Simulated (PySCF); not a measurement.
## C$_{3}$H$_{10}$AlO: a changed input and its effect

System: C$_{3}$H$_{10}$AlO, charge −1.
Method of run 1: GIAO PBE0/6-311+G(2d,p) NMR shielding, non-relativistic, gas phase (PySCF 2.14.0).

The geometry comes from this level: GFN2-xTB. Text and figures count atoms from 1; the logs count them from 0 in places.

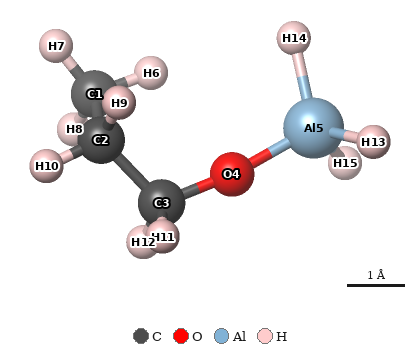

Figure 1. The input geometry (ball-and-stick view, seen at a tilt; atoms are numbered from 1 in the order of the input). Sticks mark near contacts. Bond lengths as drawn: Al–H 1.62 to 1.63 Å, Al–O 1.69 Å, C–C 1.52 to 1.54 Å, C–H 1.09 to 1.11 Å and C–O 1.36 Å.

Input, run 1:
```
{"job": {"kind": "nmr", "xc": "PBE0", "basis": "6-311+G(2d,p)", "pop": false, "scf": {"damp": 0.2}}, "charge": -1, "multiplicity": 1}
C     -1.641447     0.207431    -0.572678
C     -1.256584     0.035374     0.888664
C     -0.010689    -0.856535     1.025589
O      1.074686    -0.334784     0.385070
Al     2.275174     0.440139    -0.524980
H     -0.770562     0.577845    -1.109858
H     -2.462317     0.915323    -0.684944
H     -1.938554    -0.746361    -1.007141
H     -1.015804     1.012017     1.312750
H     -2.079190    -0.404855     1.463635
H      0.204248    -0.987795     2.104428
H     -0.252625    -1.857724     0.620135
H      3.450515     0.885603     0.491635
H      1.600785     1.733744    -1.249131
H      2.817950    -0.611432    -1.629192
```

The first line tells a small driver script what to run in PySCF; the rest is the geometry in Å.

Launched with:
```bash
OMP_NUM_THREADS=1 python <driver script> task.json out
```

Hardware: 1 CPU thread, shared host.

Output (run 1):
```
damping 0.20 in the first 6 cycles
final grid: 110448 points
cycle   1  E = -437.6058152521  dE =  1.983e-01  |g| = 8.562e-01  |ddm| = 2.894e+00
cycle   2  E = -437.5618028425  dE =  4.401e-02  |g| = 1.027e+00  |ddm| = 9.045e+00
cycle   3  E = -437.5302746168  dE =  3.153e-02  |g| = 1.178e+00  |ddm| = 8.516e+00
cycle   4  E = -437.2892774401  dE =  2.410e-01  |g| = 1.536e+00  |ddm| = 2.607e+01
cycle   5  E = -437.2175881661  dE =  7.169e-02  |g| = 1.806e+00  |ddm| = 2.616e+01
cycle   6  E = -430.9340637689  dE =  6.284e+00  |g| = 3.649e+00  |ddm| = 1.998e+02
cycle   7  E = -389.6388031717  dE =  4.130e+01  |g| = 1.462e+01  |ddm| = 1.981e+02
cycle   8  E = -423.1477029176  dE = -3.351e+01  |g| = 8.106e+00  |ddm| = 1.573e+01
cycle   9  E = -433.0694058420  dE = -9.922e+00  |g| = 4.853e+00  |ddm| = 6.594e+00
cycle  10  E = -435.7380867220  dE = -2.669e+00  |g| = 3.041e+00  |ddm| = 1.734e+00
cycle  11  E = -437.2687067514  dE = -1.531e+00  |g| = 1.570e+00  |ddm| = 2.122e+00
cycle  12  E = -437.6560360987  dE = -3.873e-01  |g| = 6.704e-01  |ddm| = 7.396e-01
cycle  13  E = -437.7639679017  dE = -1.079e-01  |g| = 8.032e-02  |ddm| = 1.128e+00
cycle  14  E = -437.7657271672  dE = -1.759e-03  |g| = 3.189e-02  |ddm| = 4.131e-01
cycle  15  E = -437.7659432013  dE = -2.160e-04  |g| = 8.513e-03  |ddm| = 6.870e-02
cycle  16  E = -437.7659584816  dE = -1.528e-05  |g| = 2.163e-03  |ddm| = 1.044e-02
cycle  17  E = -437.7659595292  dE = -1.048e-06  |g| = 4.615e-04  |ddm| = 2.873e-03
cycle  18  E = -437.7659595754  dE = -4.623e-08  |g| = 1.164e-04  |ddm| = 1.636e-03
cycle  19  E = -437.7659595783  dE = -2.870e-09  |g| = 5.357e-05  |ddm| = 2.900e-04
cycle  20  E = -437.7659595789  dE = -6.510e-10  |g| = 1.018e-05  |ddm| = 1.224e-04
converged SCF energy = -437.7659595789

GIAO shielding tensors (ppm)
atom      isotropic    diamagn.    paramagn.     s11        s22        s33       span
  0 C      175.928     245.585     -69.657    160.085    179.190    188.508     28.423
  1 C      154.515     238.973     -84.458    142.951    150.012    170.582     27.632
  2 C      120.884     238.902    -118.018     98.722    112.159    151.770     53.048
  3 O      301.236     394.705     -93.469    223.487    323.969    356.253    132.767
  4 Al     473.494     793.675    -320.182    450.483    458.991    511.007     60.524
  5 H       29.411      29.418      -0.007     24.476     29.311     34.446      9.969
  6 H       31.444      30.079       1.365     27.275     29.244     37.813     10.537
  7 H       31.725      31.205       0.520     28.310     29.192     37.673      9.363
  8 H       30.374      30.019       0.355     27.220     28.823     35.080      7.860
  9 H       30.893      30.402       0.491     26.635     29.590     36.452      9.817
 10 H       27.494      29.337      -1.843     22.278     27.681     32.523     10.245
 11 H       28.019      29.763      -1.744     23.244     27.452     33.361     10.117
 12 H       27.196      30.332      -3.136     24.272     25.686     31.631      7.359
 13 H       26.976      29.394      -2.417     23.673     26.493     30.763      7.091
 14 H       27.137      30.214      -3.077     24.402     25.554     31.456      7.054
```

The input of run 2 differs as follows (lines with − go, lines with + come):
```diff
-"xc": "PBE0"
-"basis": "6-311+G(2d,p)"
+"xc": "LC-wPBE"
+"basis": "def2-TZVP"
-"scf": {"damp": 0.2}
+"scf": {"aux": "def2-qzvpp-jkfit"}
```

Predict how the results change.

The total energies belong to different models, so their difference says nothing on which is more stable or more accurate. The HOMO goes from −1.94 to −4.57 eV. The LUMO goes from 3.24 to 6.57 eV. Of all shieldings, the largest change is that of O4, by +15.7 ppm. The functional changes from PBE0 to LC-wPBE. The SCF takes 10 iterations against 20. The basis functions go from 203 to 221.

Output (run 2):
```
final grid: 110448 points
cycle   1  E = -437.8004538304  dE =  3.162e-01  |g| = 8.411e-01  |ddm| = 2.586e+00
cycle   2  E = -437.7735318517  dE =  2.692e-02  |g| = 1.001e+00  |ddm| = 1.762e+00
cycle   3  E = -437.9425018221  dE = -1.690e-01  |g| = 5.695e-02  |ddm| = 1.066e+00
cycle   4  E = -437.9433597465  dE = -8.579e-04  |g| = 2.213e-02  |ddm| = 8.724e-02
cycle   5  E = -437.9434839527  dE = -1.242e-04  |g| = 5.789e-03  |ddm| = 2.868e-02
cycle   6  E = -437.9434935749  dE = -9.622e-06  |g| = 1.001e-03  |ddm| = 9.950e-03
cycle   7  E = -437.9434940466  dE = -4.717e-07  |g| = 1.959e-04  |ddm| = 4.019e-03
cycle   8  E = -437.9434940694  dE = -2.282e-08  |g| = 7.153e-05  |ddm| = 1.034e-03
cycle   9  E = -437.9434940715  dE = -2.080e-09  |g| = 2.021e-05  |ddm| = 2.804e-04
cycle  10  E = -437.9434940717  dE = -2.186e-10  |g| = 5.811e-06  |ddm| = 9.997e-05
converged SCF energy = -437.9434940717

GIAO shielding tensors (ppm)
atom      isotropic    diamagn.    paramagn.     s11        s22        s33       span
  0 C      180.676     245.211     -64.535    166.112    183.680    192.235     26.123
  1 C      160.693     241.204     -80.512    149.140    156.228    176.710     27.571
  2 C      127.297     238.349    -111.052    104.744    118.391    158.755     54.011
  3 O      316.932     376.966     -60.034    248.014    337.518    365.265    117.251
  4 Al     470.605     799.597    -328.992    449.295    457.501    505.020     55.725
  5 H       29.427      29.599      -0.172     24.256     29.229     34.797     10.541
  6 H       31.497      30.497       1.000     27.261     29.122     38.110     10.849
  7 H       31.716      30.931       0.784     28.110     29.159     37.877      9.766
  8 H       30.472      30.529      -0.057     27.171     28.829     35.416      8.245
  9 H       31.024      30.836       0.188     26.648     29.596     36.829     10.182
 10 H       27.727      29.304      -1.577     22.466     27.903     32.812     10.347
 11 H       28.208      29.993      -1.785     23.475     27.693     33.456      9.980
 12 H       27.456      30.688      -3.232     24.539     25.805     32.024      7.485
 13 H       27.250      31.009      -3.759     23.952     26.693     31.104      7.151
 14 H       27.404      30.796      -3.393     24.631     25.740     31.841      7.210
```

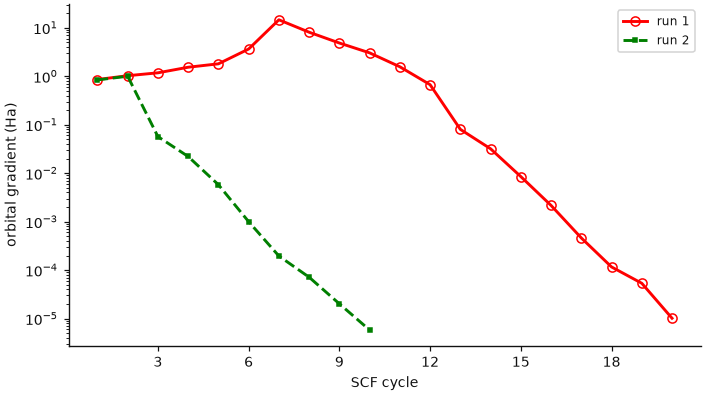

Figure 2. Convergence of the two runs: orbital gradient against the SCF cycle. Run 1 takes 20 cycles in all, and run 2 takes 10.

The two runs side by side:

```tsv
quantity	run 1	run 2
outcome	converged	converged
total energy (hartree)	−437.765960	−437.943494
HOMO (eV)	−1.94	−4.57
LUMO (eV)	3.24	6.57
shielding of C1 (ppm)	175.9	180.7
shielding of C2 (ppm)	154.5	160.7
shielding of C3 (ppm)	120.9	127.3
shielding of O4 (ppm)	301.2	316.9
shielding of Al5 (ppm)	473.5	470.6
shielding of H14 (ppm)	27.0	27.2
shielding of H15 (ppm)	27.1	27.4
SCF iterations	20	10
basis functions	203	221
wall time (shared host)	55 s	63 s
```
